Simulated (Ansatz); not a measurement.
**CH5BTe (SMILES B[Te]C): functionals against CCSD(T) at one geometry**

How do the functionals fare away from a minimum? The structure is a structure displaced at random from a GFN2-xTB minimum.

Method: single points in def2-TZVPP; program: Ansatz 0.2.0, Gaussian basis.

Cores are frozen in the correlated methods. Filled d shells of the heavier atoms are correlated. Core potentials replace the inner electrons past krypton, and spin-orbit coupling is left out. B3LYP uses VWN-RPA correlation.

### Step 1. Where the work starts

8 atoms, charge 0, spin multiplicity 1.

Atoms are counted from 1 here; the program's logs count them from 0.

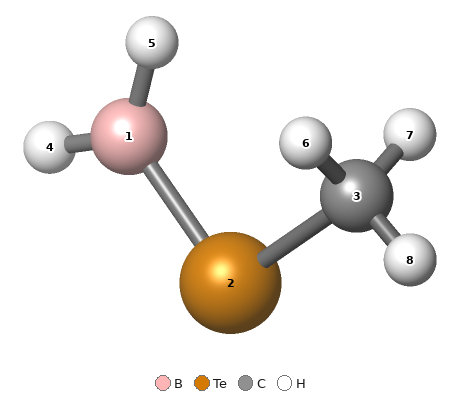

The starting geometry (boron pink, tellurium orange, carbon grey, hydrogen white); atoms are numbered from 1 in the order of the file.

Coordinates:

```
atom    x (Å)    y (Å)    z (Å)
  B1  -0.6915   1.2333  -1.0889
 Te2  -1.2209   0.2937   0.6832
  C3   0.5226  -0.9871   0.8767
  H4  -1.3971   2.0188  -1.5389
  H5   0.3427   0.9711  -1.6217
  H6   1.4424  -0.3436   0.7600
  H7   0.5012  -1.7258   0.0550
  H8   0.5371  -1.4541   1.8424
```

### Step 2. CCSD(T)/def2-TZVPP

File run/in.yaml:

```yaml
crystal:
  periodic: [false, false, false]
  atoms:
    - {symbol: B, position_ang: [-0.691500, 1.233300, -1.088900]}
    - {symbol: Te, position_ang: [-1.220900, 0.293700, 0.683200]}
    - {symbol: C, position_ang: [0.522600, -0.987100, 0.876700]}
    - {symbol: H, position_ang: [-1.397100, 2.018800, -1.538900]}
    - {symbol: H, position_ang: [0.342700, 0.971100, -1.621700]}
    - {symbol: H, position_ang: [1.442400, -0.343600, 0.760000]}
    - {symbol: H, position_ang: [0.501200, -1.725800, 0.055000]}
    - {symbol: H, position_ang: [0.537100, -1.454100, 1.842400]}
basis:
  gaussian: {orbitals: def2-TZVPP}
correlation: {method: ccsd_t}
output: {forces: true}
```

The command line of these runs was not kept.

### Step 3. PBE0-D4/def2-TZVPP

run/in.yaml, as its differences from that of step 2:

```diff
@@ -13,3 +13,3 @@
   gaussian: {orbitals: def2-TZVPP}
-correlation: {method: ccsd_t}
-output: {forces: true}
+hamiltonian: {xc: pbe0, dispersion: d4}
+output: {forces: true, orbitals: {seedname: orbitals}}
```

### Step 4. wB97M-V/def2-TZVPP

run/in.yaml, as its differences from that of step 3:

```diff
@@ -13,3 +13,3 @@
   gaussian: {orbitals: def2-TZVPP}
-hamiltonian: {xc: pbe0, dispersion: d4}
-output: {forces: true, orbitals: {seedname: orbitals}}
+hamiltonian: {xc: {name: wB97M-V}}
+output: {forces: true}
```

### Step 5. r2SCAN-D4/def2-TZVPP

run/in.yaml, as its differences from that of step 4:

```diff
@@ -13,3 +13,3 @@
   gaussian: {orbitals: def2-TZVPP}
-hamiltonian: {xc: {name: wB97M-V}}
+hamiltonian: {xc: r2scan, dispersion: d4}
 output: {forces: true}
```

### Step 6. PBE-D4/def2-TZVPP

run/in.yaml, as its differences from that of step 5:

```diff
@@ -13,3 +13,3 @@
   gaussian: {orbitals: def2-TZVPP}
-hamiltonian: {xc: r2scan, dispersion: d4}
+hamiltonian: {xc: pbe, dispersion: d4}
 output: {forces: true}
```

### Step 7. LC-wPBE/def2-TZVPP

run/in.yaml, as its differences from that of step 6:

```diff
@@ -13,3 +13,3 @@
   gaussian: {orbitals: def2-TZVPP}
-hamiltonian: {xc: pbe, dispersion: d4}
+hamiltonian: {xc: {name: LC-wPBE}}
 output: {forces: true}
```

### Step 8. B3LYP-D4/def2-TZVPP

run/in.yaml, as its differences from that of step 7:

```diff
@@ -13,3 +13,3 @@
   gaussian: {orbitals: def2-TZVPP}
-hamiltonian: {xc: {name: LC-wPBE}}
+hamiltonian: {xc: {name: B3LYP}, dispersion: d4}
 output: {forces: true}
```

(Steps that only read results are left out.)

Before running it: what results should come out? Wanted: energy less free atoms, CCSD(T)/def2-TZVPP; RMS force component; RMS force error; HOMO and LUMO, PBE0-D4; T1 diagnostic.

As calculated:

```
                                  quantity                                                                                            value
energy less free atoms, CCSD(T)/def2-TZVPP                                                                                   -2566.8 kJ/mol
                       RMS force component                                                             0.555 to 0.606 eV/Å over the methods
                           RMS force error  PBE0-D4 0.030, wB97M-V 0.062, r2SCAN-D4 0.034, PBE-D4 0.111, LC-wPBE 0.156, B3LYP-D4 0.099 eV/Å
                    HOMO and LUMO, PBE0-D4                                                                               -6.82 and -1.50 eV
                             T1 diagnostic                                                                                            0.015
```

In words: Against CCSD(T) the functionals' energies less atoms differ by -99.7 to -22.4 kJ/mol, PBE-D4 by -99.7 kJ/mol. CCSD(T) in triple zeta still lacks some correlation energy of the bonds, so part of these gaps is its own basis error and they don't rank the functionals. On forces the order runs from PBE0-D4 to LC-wPBE. Frozen-core CCSD(T) forces in triple zeta carry basis errors of their own, and this is one geometry, so small gaps rank nothing.
